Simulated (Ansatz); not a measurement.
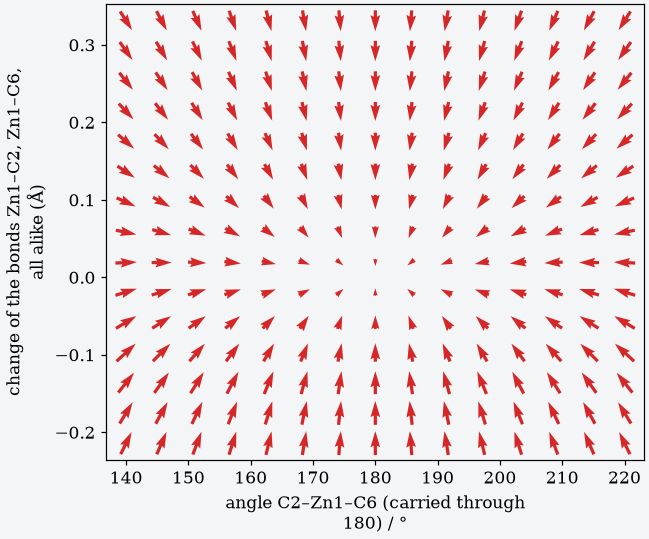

ZnMe2 (C₂H₆Zn). Coordinates scanned: (1) angle C2–Zn1–C6 (carried through 180); (2) change of the bonds Zn1–C2, Zn1–C6, all alike. Nothing is relaxed (all other coordinates rigid). The scan uses a 15 × 15 grid. Points are written as (first, second). These are results of RKS PBE-D4/def2-TZVP (Ansatz 0.2.0), not measurements.

In the figure: arrows along the force (downhill), their lengths compressed.

The arrows alone are given. Where is the energy lowest?

The arrows converge at about (180°, 0.000 Å) (read from the interpolated surface).

The energy map of the same scan:

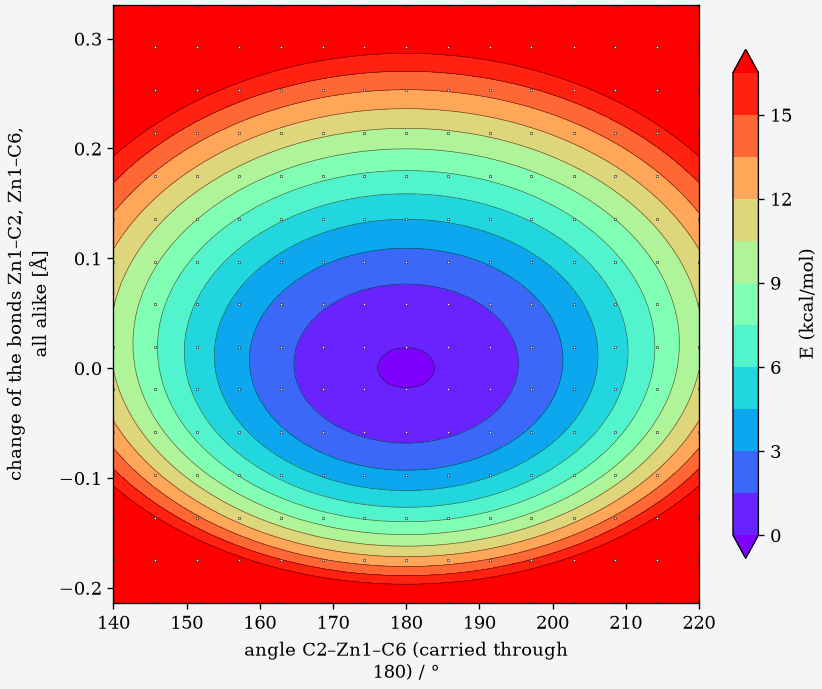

Energies are in kcal/mol, from the lowest grid point; between grid points the surface is interpolated.
